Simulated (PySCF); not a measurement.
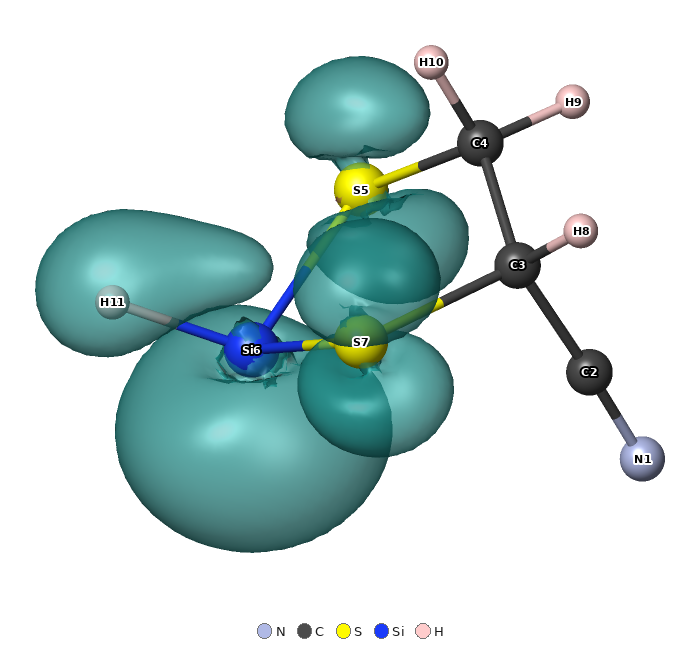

Figure. C$_{3}$H$_{4}$NS$_{2}$Si (SMILES N#C[C@H]1CS[SiH]S1) (doublet). Isosurfaces of the spin density at +0.015 (teal) and −0.015 e/Å³ (pink), seen across its widest extent.

Geometry: GFN2-xTB.

These are results of UKS B3LYP, pcH-1 on C H N S Si, non-relativistic, mean-field spin-orbit, GIAO (PySCF 2.14.0, density-fitted response routines), not measurements.

```csv
atom,x (Å),y (Å),z (Å)
N,-2.4811,-1.2482,0.4202
C,-1.6365,-0.7119,-0.1320
C,-0.5346,-0.0664,-0.7974
C,-0.0489,1.1652,-0.0480
S,0.6102,0.7692,1.6085
Si,1.3839,-1.1905,1.1125
S,0.8266,-1.2922,-0.9837
H,-0.8286,0.2045,-1.8164
H,-0.8697,1.8666,0.1065
H,0.7470,1.6540,-0.6117
H,2.8370,-1.1477,1.1154
```

**Which atoms carry the spin?**

The unpaired spin (1 electron) lies mostly on Si6 (about 0.6), S5 (about 0.1), S7 (about 0.1) and H11 (about 0.1), in electrons by Hirshfeld's partition.
